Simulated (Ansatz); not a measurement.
The figure comes from a scan of Ta$_{2}$Se (space group P4/nmm): volume and axial ratio are varied about the relaxed values (subscript 0). Calculation: r2SCAN+rVV10 (plane waves to 500 eV, PAW, scalar-relativistic; Ansatz, a program for electronic structure). k mesh 14×14×5 (Γ-centred), Fermi-Dirac smearing 0.05 eV. The energy includes the smearing's −TS. As the atoms are clamped, bonds stretch with the cell, which overstates energies and stresses. With partly filled bands, the response to shear is sensitive to the k mesh, so small differences along c/a are uncertain. At this level the bands of Ta2Se touch or barely overlap. Spin-orbit coupling is left out, though Ta is heavy. Ta2Se is run without spin polarisation. Ta2Se was relaxed with its symmetry unable to fall. The zero of ΔE is the relaxed starting cell.

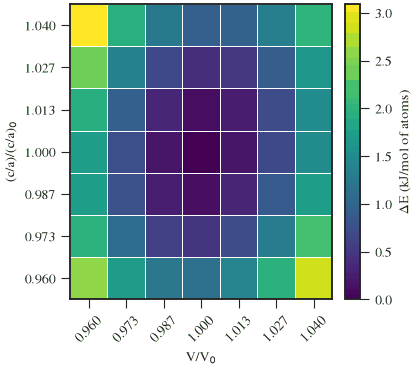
Figure. ΔE (kJ/mol of atoms), one tile a computed point.

Task: Read the plotted values off the figure, to the accuracy that the plot allows.

Result: To the nearest 0.5:

ΔE (kJ/mol of atoms), with V/V₀ across and (c/a)/(c/a)₀ down:

| (c/a)/(c/a)₀ \ V/V₀ | 0.960 | 0.973 | 0.987 | 1.000 | 1.013 | 1.027 | 1.040 |
|---|---|---|---|---|---|---|---|
| 0.960 | 2.5 | 1.5 | 1.0 | 1.0 | 1.5 | 2.0 | 3.0 |
| 0.973 | 2.0 | 1.0 | 0.5 | 0.5 | 0.5 | 1.5 | 2.0 |
| 0.987 | 1.5 | 1.0 | 0.5 | 0.0 | 0.5 | 1.0 | 1.5 |
| 1.000 | 1.5 | 0.5 | 0.0 | 0.0 | 0.0 | 0.5 | 1.5 |
| 1.013 | 2.0 | 1.0 | 0.5 | 0.0 | 0.0 | 0.5 | 1.5 |
| 1.027 | 2.5 | 1.5 | 0.5 | 0.5 | 0.5 | 1.0 | 1.5 |
| 1.040 | 3.0 | 2.0 | 1.5 | 1.0 | 1.0 | 1.5 | 2.0 |

(A scan under strain: stresses follow from slopes of the energy per volume, elastic moduli from its curvatures.)
